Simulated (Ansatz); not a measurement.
# How fast states decay through KTlTeCl6, part 2 of 3

A new crystal, KTlTeCl6: structure, gap and complex bands. It is built by putting Tl for part of the K in the K2TeCl6 structure of space group Fm-3m, with the volume rescaled by atomic radii. The parent structure comes from the Materials Project.

Ansatz 0.2.0; LDA DFT, plane waves, PAW files (the session's first sound run).

So far, gap on path (eV): step 3 (the bulk crystal and its band edges) 2.14.

The structure was built from a prototype and need not be the compound's stable phase.

### 4. Complex bands

This step: LDA DFT, plane waves, PAW files; complex bands by layer matching along the plane's normal (Ansatz 0.2.0).

The same crystal is laid in a cell whose first two vectors span the (111) plane (indices of the standard conventional cell, whose axes can be ordered otherwise than in the bulk input). At fixed energy and wavevector in the plane the solver finds all kz, real and complex. A few wavevectors are listed, (0, 0) and (-0.5, 0) in units of the plane's reciprocal vectors; the slowest state needn't be among them.

Contents of input.yaml:

```yaml
crystal:
  lattice:
    - [6.906108751, 0.0, 0.0]
    - [3.453054375, 5.980865619, 0.0]
    - [0.0, 3.987243746, 5.638814182]
  atoms:
    - { symbol: Tl, position: [0.25, 0.5, 0.75] }
    - { symbol: K, position: [0.75, 0.5, 0.25] }
    - { symbol: Te, position: [0.0, 0.0, 0.0] }
    - { symbol: Cl, position: [0.7425292517, 0.5149414966, 0.7425292517] }
    - { symbol: Cl, position: [0.7425292517, 0.0, 0.7425292517] }
    - { symbol: Cl, position: [0.2574707483, 0.0, 0.7425292517] }
    - { symbol: Cl, position: [0.2574707483, 0.4850585034, 0.2574707483] }
    - { symbol: Cl, position: [0.2574707483, 0.0, 0.2574707483] }
    - { symbol: Cl, position: [0.7425292517, 0.0, 0.2574707483] }
kpoints:
  mp_grid: { grid: [6, 6, 6] }
scf:
  occupations: { method: fixed }
hamiltonian:
  xc: lda
output:
  eigenvalues: true
  transmission:
    leads: [[0, 0]]
    kpoints: [[0.0, 0.0], [-0.5, 0.0]]
    e_range: [-1.0, 3.14]
    de: 0.08
```

Command:

```
$ ansatz run input.yaml --threads 2 --pin off --max-ram 4096MiB --backend cpu --events-out ev --progress --plain --runs-dir out
```

Numbers of over 12 decimals in the logs are rounded to 6 here.

Output:

```text
[...]
Crystal: 9 atoms, lattice volume = 232.908 Å³
Basis set: ecut = 420 eV, 4573 PW (Γ)
Bands: 49, of which v1, the nominal top of the filled ones, is band 40 counted from 1 (39 counted from 0)
Symmetry: 24 space group operations
[...]
k-points: 16 of 216 (time reversal used)
[...]
SCF iter   1: F=—  HF=-25743.438644 eV  |F-HF|=—  |Δ(HF+E_count)|=         —  Δρ=6.78e-3  dr2=1.23e-1  ethr=1.77e-3  ⟨swp⟩=4.4  Hψ=2929  notcnv=0  defer=103
[...]
SCF iter   7: F=-25743.398814 eV  HF=-25743.398814 eV  |F-HF|=2.92e-8  |Δ(HF+E_count)|=   8.63e-8  Δρ=3.33e-6  dr2=4.15e-8  ethr=1.25e-10  ⟨swp⟩=15.9  Hψ=4004  notcnv=0
SCF 1 converged in 7 iterations: F = -25743.398814 eV  dr2 = 4.15e-8
[...]
transmission: 9 of 18 steps passed
transmission: 18 of 18 steps passed
SCF converged after 7 iterations
Free energy (F): -25743.398814 eV
[...]
Internal energy: -25743.398814 eV  (E = F + TS)
E sigma→0 (E₀):  -25743.398814 eV
Fermi energy:    4.299374 eV
[...]
--- Band table (eV; the first three rows and the last of 16) ---
  k-point 0: bands = [... 36 lower, 2.6410, 3.3846, 3.3846, 3.3846, 6.9755, 6.9755, 6.9755, 9.0050, ... 5 higher]
  k-point 1: bands = [... 36 lower, 3.2312, 3.2743, 3.2743, 3.3177, 6.8576, 7.2212, 7.2212, 9.1285, ... 5 higher]
  k-point 2: bands = [... 36 lower, 3.0946, 3.0946, 3.1428, 3.7637, 6.5894, 7.6770, 7.6770, 8.2715, ... 5 higher]
  k-point 15: bands = [... 36 lower, 2.7026, 3.0187, 3.1933, 4.2901, 7.4361, 7.5501, 7.7405, 7.9867, ... 5 higher]
--- Transmission ---
  basis      : 361 plane waves across, 9 finite elements along
  points     : 2, as listed
  energies   : 52 from -1.000000 to 3.080000 eV about the Fermi level, 0.080000 eV apart; the leads are filled to 1.068596 eV, and channels, transmission and decay are at 1.080000 eV
  crystal 0  : Cl6Tl1Te1K1, at the sites [0, 0], period 5.6388 Å: whole cells are its period
    offset         : up to 0.0000 Å between an atom of the period and one for which it stands
    channels       : 0.000000e0 a spin
    conductance    : none, the energies end too early or step too widely for 300 K: set another output.transmission.e_range or a lower de, or, where they end at an eighth of basis.ecutwfc, a higher one
    slowest decay  : 0.2546 /Å at (-0.5000, 0.0000)
```

Elapsed: 1.8 min, on 2 threads of Arm Neoverse V2, shared host; peak memory 1.3 GiB; 3 min of CPU time.

Numbers from this step:

```
free energy                                               : -25743.3988 eV
level to which the leads are filled                       : 1.069 eV from the Fermi level
decay constant at the filling level, zone centre          : 0.2852 Å⁻¹
decay constant at the filling level, slowest listed point : 0.2546 Å⁻¹
```

K parallel (0, 0); values up to 1.5 1/Å, a degenerate pair printed once or twice; energies at which all values exceed this have no row. The Im kz of the slowest decaying states by energy, zero at the highest filled level on the SCF mesh:

| energy (eV) | decay 1 (Å⁻¹) | decay 2 (Å⁻¹) | decay 3 (Å⁻¹) | decay 4 (Å⁻¹) |
| --- | --- | --- | --- | --- |
| -1.000 | 0.200 | 0.371 | 0.526 | 0.571 |
| -0.520 | 0.233 | 0.248 | 0.405 | 0.434 |
| -0.040 | 0.220 | 0.305 | 0.478 | 0.538 |
| 0.520 | 0.274 | 0.325 | 0.512 | 0.534 |
| 1.000 | 0.286 | 0.322 | 0.524 | 0.529 |
| 1.480 | 0.272 | 0.300 | 0.509 | 0.538 |
| 1.960 | 0.181 | 0.246 | 0.256 | 0.489 |
| 2.520 | 0.134 | 0.225 | 0.456 | 0.535 |
| 3.000 | 0.170 | 0.283 | 0.422 | 0.524 |

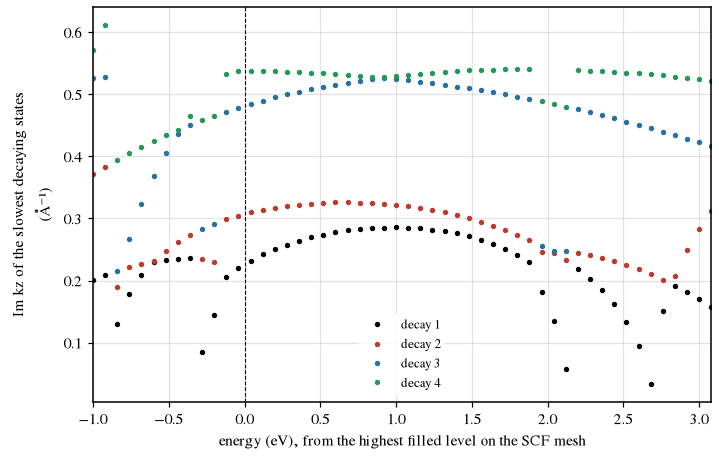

Im kz of the slowest decaying states, plotted against energy.

K parallel (-0.5, 0); values up to 1.5 1/Å, a degenerate pair printed once or twice; energies at which all values exceed this have no row. Table of Im kz of the slowest decaying states by energy, zero at the highest filled level on the SCF mesh:

| energy (eV) | decay 1 (Å⁻¹) | decay 2 (Å⁻¹) | decay 3 (Å⁻¹) | decay 4 (Å⁻¹) |
| --- | --- | --- | --- | --- |
| -1.000 | 0.179 | 0.205 | 0.229 | 0.291 |
| -0.520 | 0.196 | 0.232 | 0.300 | 0.305 |
| -0.040 | 0.268 | 0.310 | 0.382 | 0.435 |
| 0.520 | 0.275 | 0.402 | 0.417 | 0.437 |
| 1.000 | 0.259 | 0.381 | 0.425 | 0.430 |
| 1.480 | 0.219 | 0.358 | 0.413 | 0.417 |
| 1.960 | 0.126 | 0.328 | 0.384 | 0.390 |
| 2.520 | 0.276 | 0.325 | 0.331 | 0.452 |
| 3.000 | 0.184 | 0.202 | 0.255 | 0.336 |

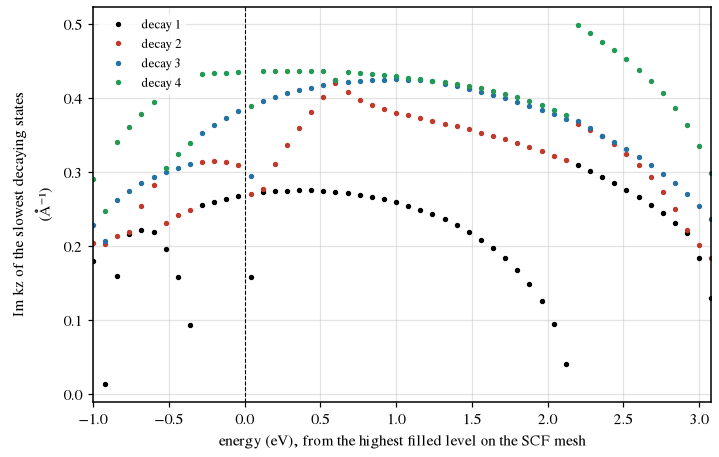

Im kz of the slowest decaying states against energy.

At the listed wavevectors the last open channel is at -0.04 eV and the next at +2.20 eV on the grid. At +1.08 eV, the grid energy nearest the filling level (the middle of the gap on the SCF mesh), the slowest state at the listed wavevectors decays with κ = 0.255 Å⁻¹, its amplitude falling by e over 3.9 Å. Through 1 nm of this crystal that state's transmission falls by exp(−2 × 0.255 Å⁻¹ × 10 Å) = 0.0061.

### 5. Decay over the two-dimensional zone

The listed points could miss the slowest state, so one energy near mid-gap is solved on a mesh of 8×8.

input.yaml: that of step 4 with these lines changed.

```diff
@@ -23,6 +23,2 @@
   eigenvalues: true
-  transmission:
-    leads: [[0, 0]]
-    kpoints: [[0.0, 0.0], [-0.5, 0.0]]
-    e_range: [-1.0, 3.14]
-    de: 0.08
+  transmission: { leads: [[0, 0]], kmesh: [8, 8], e_range: [1.07, 1.08], de: 0.05 }
```

Output:

```text
[...]
Crystal: 9 atoms, lattice volume = 232.908 Å³
Basis set: ecut = 420 eV, 4573 PW (Γ)
Bands: 49, of which v1, the nominal top of the filled ones, is band 40 counted from 1 (39 counted from 0)
Symmetry: 24 space group operations
[...]
k-points: 16 of 216 (time reversal used)
[...]
SCF iter   1: F=—  HF=-25743.438644 eV  |F-HF|=—  |Δ(HF+E_count)|=         —  Δρ=6.78e-3  dr2=1.23e-1  ethr=1.77e-3  ⟨swp⟩=4.4  Hψ=2929  notcnv=0  defer=103
[...]
SCF iter   7: F=-25743.398814 eV  HF=-25743.398814 eV  |F-HF|=2.92e-8  |Δ(HF+E_count)|=   8.63e-8  Δρ=3.33e-6  dr2=4.15e-8  ethr=1.25e-10  ⟨swp⟩=15.9  Hψ=4004  notcnv=0
SCF 1 converged in 7 iterations: F = -25743.398814 eV  dr2 = 4.15e-8
[...]
transmission: 28 of 70 steps passed
transmission: 56 of 70 steps passed
transmission: 70 of 70 steps passed
SCF converged after 7 iterations
Free energy (F): -25743.398814 eV
[...]
Internal energy: -25743.398814 eV  (E = F + TS)
E sigma→0 (E₀):  -25743.398814 eV
Fermi energy:    4.299374 eV
[...]
--- Band table (eV; the first three rows and the last of 16) ---
  k-point 0: bands = [... 36 lower, 2.6410, 3.3846, 3.3846, 3.3846, 6.9755, 6.9755, 6.9755, 9.0050, ... 5 higher]
  k-point 1: bands = [... 36 lower, 3.2312, 3.2743, 3.2743, 3.3177, 6.8576, 7.2212, 7.2212, 9.1285, ... 5 higher]
  k-point 2: bands = [... 36 lower, 3.0946, 3.0946, 3.1428, 3.7637, 6.5894, 7.6770, 7.6770, 8.2715, ... 5 higher]
  k-point 15: bands = [... 36 lower, 2.7026, 3.0187, 3.1933, 4.2901, 7.4361, 7.5501, 7.7405, 7.9867, ... 5 higher]
--- Transmission ---
  basis      : 361 plane waves across, 7 finite elements along
  points     : 10, standing for a mesh of 8 x 8
  energies   : 1 from 1.070000 to 1.070000 eV about the Fermi level; the leads are filled to 1.068596 eV, and channels, transmission and decay are at 1.070000 eV
[...]
channels       : 0.000000e0 a spin
    conductance    : none, crystal 0 has no channel at the energies, or these end too early or step too widely for 300 K: set another output.transmission.e_range or a lower de, or, where they end at an eighth of basis.ecutwfc, a higher one
    slowest decay  : 0.2552 /Å at (0.5000, 0.0000)
```

Wall time 55 s (2 threads); peak memory 1.5 GiB.

Numbers from this step:

```yaml
least_decay_constant_on_the_mesh: 0.2552 Å⁻¹
```

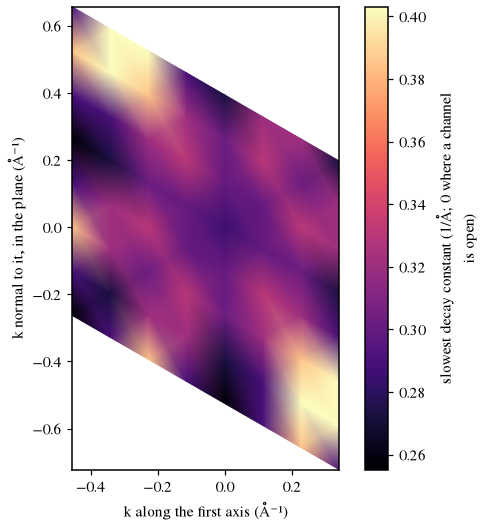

Slowest decay constant (1/Å; 0 where a channel is open) over k1 and k2. At 1.0700 eV from the Fermi level.

The least value on the mesh is 0.255 Å⁻¹ at +1.07 eV. At that energy the listed points give about 0.255 Å⁻¹ by interpolation, so the mesh holds no clearly slower state.

### 6. Band edges at another level, cutoff 500 eV

This step: r2SCAN DFT, plane waves, PAW files (Ansatz 0.2.0).

The edges again with r2SCAN, at the same atoms. Against that run the cutoff is 500 eV against 420.

Contents of input.yaml:

```yaml
crystal:
  lattice:
    - [0.0, 4.8833563291, 4.8833563291]
    - [4.8833563291, 0.0, 4.8833563291]
    - [4.8833563291, 4.8833563291, 0.0]
  atoms:
    - { symbol: Tl, position: [0.75, 0.75, 0.75] }
    - { symbol: K, position: [0.25, 0.25, 0.25] }
    - { symbol: Te, position: [0.0, 0.0, 0.0] }
    - { symbol: Cl, position: [0.2574707483, 0.2574707483, 0.7425292517] }
    - { symbol: Cl, position: [0.7425292517, 0.2574707483, 0.7425292517] }
    - { symbol: Cl, position: [0.2574707483, 0.7425292517, 0.7425292517] }
    - { symbol: Cl, position: [0.7425292517, 0.7425292517, 0.2574707483] }
    - { symbol: Cl, position: [0.2574707483, 0.7425292517, 0.2574707483] }
    - { symbol: Cl, position: [0.7425292517, 0.2574707483, 0.2574707483] }
kpoints:
  mp_grid: { grid: [4, 4, 4] }
  band_path: { path: [VBM, CBM], npoints: 30 }
scf:
  occupations: { method: fixed }
hamiltonian:
  xc: r2scan
output:
  eigenvalues: true
```

Output:

```text
[...]
Crystal: 9 atoms, lattice volume = 232.908 Å³
Basis set: ecut = 500 eV, 5961 PW (Γ), exchange–correlation on 216×216×216 points (64 copies of the dense FFT grid, shifted against one another)
Bands: 49, of which v1, the nominal top of the filled ones, is band 40 counted from 1 (39 counted from 0)
Symmetry: 24 space group operations
[...]
k-points: 8 of 64 (time reversal used)
[...]
SCF iter   1: F=—  HF=-26507.587291 eV  |F-HF|=—  |Δ(HF+E_count)|=         —  Δρ=5.10e-3  dr2=5.25e-2  dr2_τ=3.22e-2  ethr=1.77e-3  ⟨swp⟩=4.1  Hψ=1508  notcnv=0  defer=50
[...]
SCF iter   7: F=-26507.624684 eV  HF=-26507.624684 eV  |F-HF|=4.29e-9  |Δ(HF+E_count)|=   1.91e-8  Δρ=2.62e-6  dr2=1.34e-8  dr2_τ=1.04e-9  ethr=1.25e-10  ⟨swp⟩=15.9  Hψ=1965  notcnv=0
SCF 1 converged in 7 iterations: F = -26507.624684 eV  dr2 = 1.34e-8
[...]
SCF converged after 7 iterations
Free energy (F): -26507.624684 eV
[...]
Internal energy: -26507.624684 eV  (E = F + TS)
E sigma→0 (E₀):  -26507.624684 eV
Fermi energy:    4.438793 eV
[...]
--- Band table (eV; the first three rows and the last of 8) ---
  k-point 0: bands = [... 36 lower, 2.8337, 3.2307, 3.2307, 3.2307, 7.4268, 7.4268, 7.4268, 9.9826, ... 5 higher]
  k-point 1: bands = [... 36 lower, 3.0348, 3.0348, 3.0870, 3.6396, 7.1847, 7.8811, 7.8811, 9.4477, ... 5 higher]
  k-point 2: bands = [... 36 lower, 2.7735, 2.8313, 2.8313, 4.1134, 6.9010, 8.3072, 8.3072, 8.4827, ... 5 higher]
  k-point 7: bands = [... 36 lower, 2.8123, 2.8242, 3.0384, 4.4281, 7.8516, 8.0405, 8.0861, 8.9583, ... 5 higher]
```

The job ended after 49 s (2 threads; peak memory 1 GiB).

Numbers from this step:

- free energy: -26507.6247 eV
- Fermi energy: 4.439 eV
- gap on the k-mesh: 2.462 eV
- gap on path: 2.462 eV, by band count; negative where bands overlap
- direct gap on path: 2.788 eV

The electronic bands at the labelled points (eV, zero at the Fermi level (highest filled level under fixed occupations); v1 is the highest filled band, c1 the lowest empty one):

```csv
point,v4,v3,v2,v1,c1,c2,c3,c4
VBM,-1.95,-1.42,-1.21,0.00,3.43,3.43,3.80,3.95
CBM,-1.67,-1.61,-1.61,-0.33,2.46,3.87,3.87,4.04
```

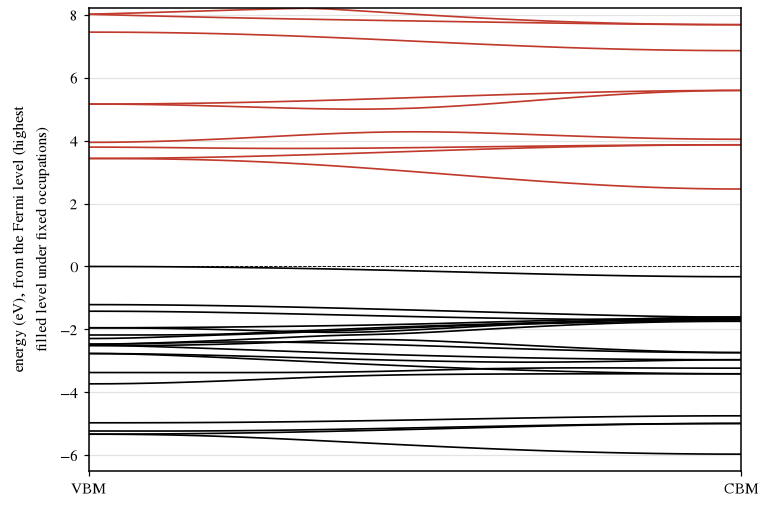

Electronic bands along the path; lines of filled and empty bands in two colours.

The searched edges give 2.46 eV, as on the mesh.

For the gap on path, step 3 gave 2.14 eV; this run, with r2SCAN and cutoff 500 eV, gives 2.46 eV.

(Continued in part 3 of 3.)

[Logs are printed without paths, hosts, clocks, repeated set-up lines and the standing remarks that a program may print on its own settings, such as how far it seeks lower states.]

[Hosts, paths, dates, database ids (printed as entryN), source tags and the programs' standing remarks are cut or masked in the printed files.]

[New means built here by substitution; the compound itself may be known and measured.]
